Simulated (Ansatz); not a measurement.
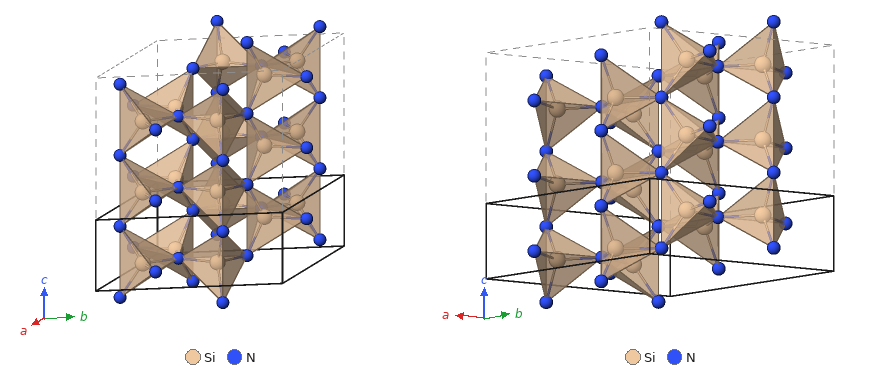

Polyhedra are drawn about Si (bonds: N–Si below 2 Å); other atoms are plain spheres. Two views of the same piece.

Si₃N₄ (space group P6_3/m, No. 176): the end point of a relaxation with Ansatz 0.2.0, DFT, PBE, plane waves, PAW.

What figure surrounds each Si atom, and what does it share with the other drawn polyhedra?

Answer. Si: SiN4 tetrahedron, sharing corners with eight neighbours.

What is the connectivity of the polyhedra: isolated, groups, chains, layers or framework?

Answer. They form a three-dimensional framework of corner-sharing tetrahedra.

How far apart are the centres of linked polyhedra?

Answer. Centre to centre across a shared corner: 2.93 to 3.07 Å.
